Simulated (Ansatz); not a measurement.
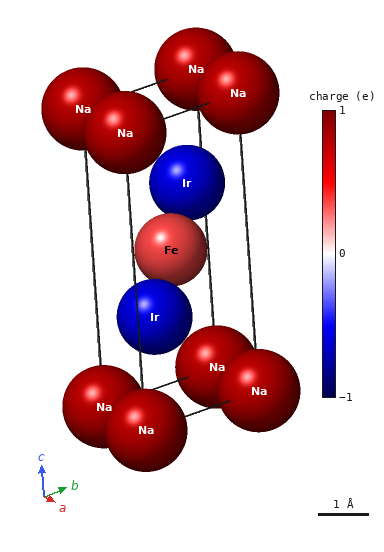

View slightly off an axis, drawn as a spheres-only model. The simulation cell is drawn as a box. The atoms of this NaFeIr2 cell are coloured by their Bader charge.

Calculation details: Ansatz 0.2.0, DFT, PAW plane waves, r2SCAN; plane waves to 500 eV, 10×10×10 k-mesh, Fermi-Dirac smearing of 0.1 eV, no spin polarisation (a spin-restricted run, not always the ground state). The pressure of the cell is 72 GPa.

**Summarise the charge transfer.**

Most positive: Na; most negative: Ir. Charges: about Na +0.7 e; Fe +0.4 e; Ir -0.6 e.

The picture shows a generated cell, made by putting these elements into a known structure type (the compound may or may not exist in this form); the geometry isn't optimised. A calculation with Ansatz used it as input.

At this level of theory the cell isn't at rest (compressed, at 72 GPa and forces up to 6.0 eV/Å), so its distances can differ from those at equilibrium, the more so the softer the solid.
